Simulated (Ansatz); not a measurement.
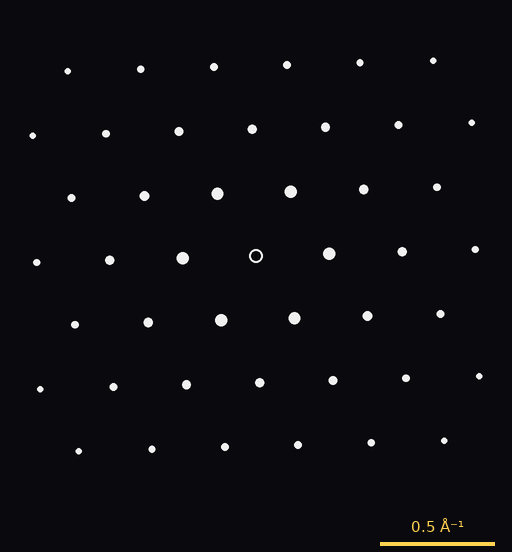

The pattern is a kinematic simulation for 300 kV electrons (no multiple scattering; isotropic B = 0.5 Å²).

Question: What net do the spots form, and what spacings does it show?

Answer: The spots form a hexagonal net with both shortest vectors at d = 3.10 Å, 60.0° apart.

Question: What is the point symmetry of the pattern, intensities included?

Answer: 6mm. A zero-layer kinematic pattern is always centrosymmetric (Friedel's law). Such a pattern arises along the three- or sixfold axis of a trigonal, hexagonal or cubic crystal.

Question: Which crystal and zone produced it?

Answer: This cannot be fixed from one zone alone; the pattern is [111] of Eu, space group Im-3m (No. 229), a = 4.39 Å. The net vectors are -1 1 0 and -1 0 1. Structure: the input geometry of an electronic-structure calculation (not necessarily at equilibrium).
